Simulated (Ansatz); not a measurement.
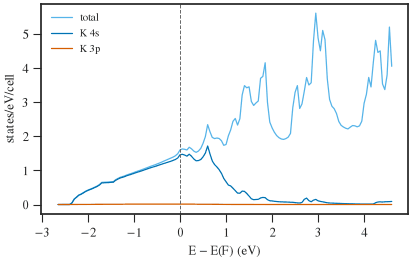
Total and projected density of states of K (hcp (Mg type), P6_3/mmc), the program Ansatz at the LDA level (PAW)

Q: Which orbitals carry the states next to the Fermi level?

A: Within 0.5 eV of the Fermi level: K 4s 89 %, outside the projected shells 10 %. Projections are on Löwdin-orthogonalised atomic valence shells; empty p or d shells of many metals are not among them.

The first step of the workflow began from a Materials Project structure, measured or hypothetical; the Crystallography Open Database copy checked does not list it. It is not the phase usual at ambient conditions (space group No. 229). Symmetry was held in the LDA relaxation; whether a distortion lowers the energy is not shown.

Potentials: the later of the program's two PAW sets.
